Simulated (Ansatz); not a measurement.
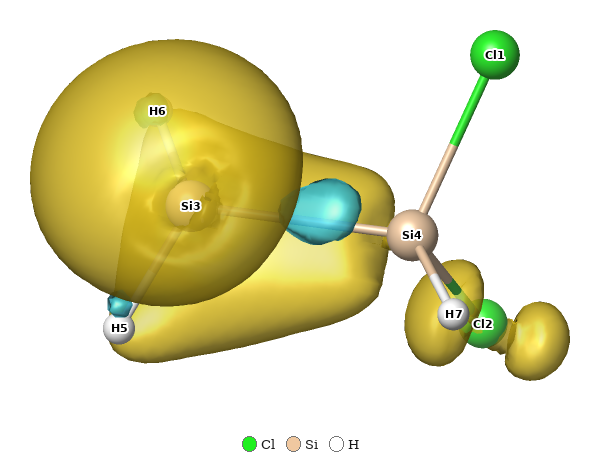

*Cl₂H₃Si₂ (SMILES [SiH2][SiH](Cl)Cl) (doublet). Isosurfaces of the spin density at +0.015 (yellow) and −0.015 e/Å³ (cyan), seen at a tilt.*

Geometry: B3LYP-D3(BJ)/def2-SVP.

The calculation used isolated molecule in a Gaussian basis; Kohn-Sham density functional theory, functional PBE0 (Ansatz 0.2.0).

| atom | x (Å) | y (Å) | z (Å) |
| --- | --- | --- | --- |
| Cl | 2.0192 | 0.3812 | 2.3489 |
| Cl | -0.7583 | -1.4608 | 1.7284 |
| Si | -0.3027 | 1.7114 | 0.0132 |
| Si | -0.0206 | 0.4723 | 1.9650 |
| H | -1.7290 | 1.8218 | -0.4166 |
| H | 0.5500 | 1.1926 | -1.0958 |
| H | -0.6897 | 1.0585 | 3.1525 |

> Which atoms carry the spin?

The unpaired spin (1 electron) lies mostly on Si3 (about 0.8) and Si4 (about 0.1), in electrons by Hirshfeld's partition.
